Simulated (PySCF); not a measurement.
Octafluoropropane, SMILES FC(F)(F)C(F)(F)C(F)(F)F at its CAM-B3LYP/def2-SVP optimised geometry (Å):

```
11

F      0.1789    -0.2418    -1.0961
C      0.6108     0.3655     0.0000
F      0.1784     1.6179     0.0000
F      1.9340     0.3655     0.0000
C      0.1062    -0.3760     1.2542
F      0.5724     0.2653     2.3310
F      0.6010    -1.6179     1.2271
C     -1.4269    -0.4748     1.3850
F     -1.9340    -1.1413     0.3582
F     -1.7258    -1.1134     2.5048
F     -1.9632     0.7367     1.4223
```

Computed with CAM-B3LYP/def2-TZVP (PySCF). Cells within 0.4 Å of a nucleus heavier than hydrogen are left out (blank, or x).

Map of the Laplacian of the electron density (e/bohr⁵) on the plane z = 0.6 Å:

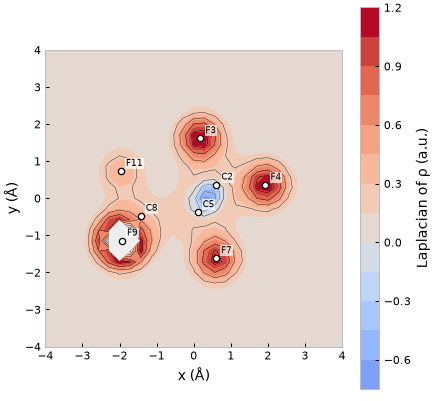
Fig. 1. Laplacian of the electron density (e/bohr⁵) on the plane z = 0.6 Å.
